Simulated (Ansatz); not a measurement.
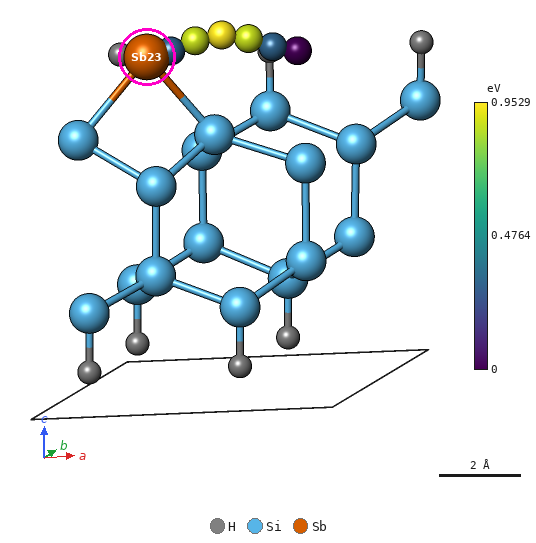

NEB run on Sb on Si(111), partly H-covered, underside capped with H (23 atoms in the cell). Images are numbered from 0 (start) to 6 (end). The start is drawn whole; smaller spheres mark the moving atoms (Sb) in the later images, joined by lines and coloured by the energy of the image relative to the start. The picture is a ball-and-stick view of the simulation cell, with the vacuum cut short (origin moved), seen slightly off an axis. The moving atom is ringed, with any periodic copies. Bonds to atoms that aren't drawn are left out.

Theory: DFT PBE, scalar-relativistic, plane waves, PAW (Ansatz 0.2.0). Settings: plane-wave cutoff 420 eV; k-point mesh 2 × 2 × 1; Gaussian smearing 0.05 eV; spin collinear; 8 atoms held fixed; 5 movable images; climbing image; force threshold 0.05 eV/Å; iteration limit 14; starting path by straight interpolation.

**Describe the path and its energy.**

The adsorbate starts on a hollow site and hops by a lattice vector of the surface; other mechanisms, such as exchange with a surface atom, weren't searched. The Sb atom travels furthest, 3.84 Å from end to end, on a path that bends up to 0.48 Å away from the straight line. At the highest image its nearest neighbour (Si) is 2.55 Å away, against 2.69 Å at the start, and the surrounding atoms stand up to 0.14 Å off the mean of their end positions. The barrier is about 0.95 eV in both directions, with image 3 at the top; the ends have the same energy. The band converged in 6 iterations. The largest component of the band force went from 10 to 0.02 eV/Å. The climbing image converged on the top of the path. Its curvatures weren't checked.

Limits of the set-up: the periodic images lie only 7.7 Å apart, so the values are limited by the cell's size.

The run took 15 min on 2 threads of Arm Neoverse V1, on a shared host, peak memory 3.1 GiB.

PAW datasets: the set soft_1.
